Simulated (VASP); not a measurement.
Band structure of Cs (bcc). Level of theory: optB86b-vdW, VASP's PBE PAW potentials (set 64) (plane waves; VASP).

Unless said otherwise, spin-orbit coupling is left out, though it shifts the bands of the heavy elements here.

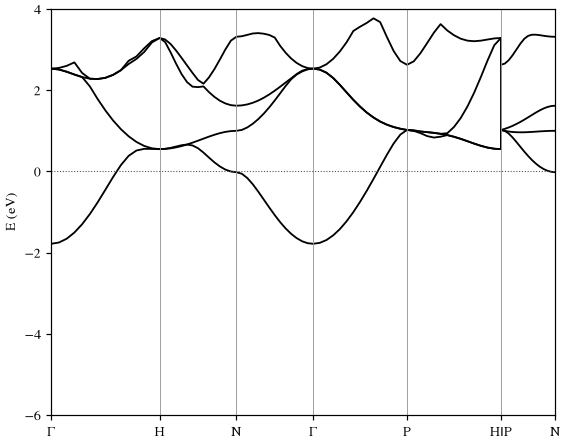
Fig. 1. Bands along high-symmetry lines, zero at the valence-band maximum or, without a gap, the Fermi level

Problem. Read the plot: is there a gap, and where are the band edges?

Solution. It has no gap at this level: it comes out as a metal or semimetal. (Edges off the drawn lines would not show.)

The compound is Cs in the bcc structure. It was relaxed first, which changed the volume by -8 %.
